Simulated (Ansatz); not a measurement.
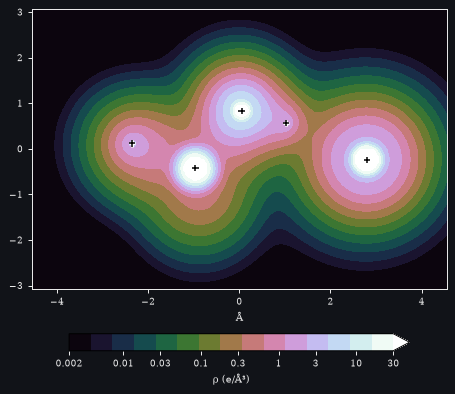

The electron density on a plane through atoms (crosses mark nuclei in the plane).

Method: Ansatz, RKS PBE0-D4/def2-TZVPPD.

Candidates:
A. Cl···H4OSi (SMILES [Cl-].[SiH3]O) (charge −1)
B. H2···CH6Si (SMILES [H][H].C[SiH3])

Question: Which candidate gave the map?

Answer: Candidate A: Cl···H4OSi on the plane of atoms O3, Si2 and H5, which holds Cl, Si, O and H. Cl1···H7 (1.94 Å): the density falls to about 0.32 e/Å³ on the way: a closed-shell contact with the geometry of a hydrogen bond. Si–O (1.62 Å): ρ at the midpoint is about 1.3 e/Å³.
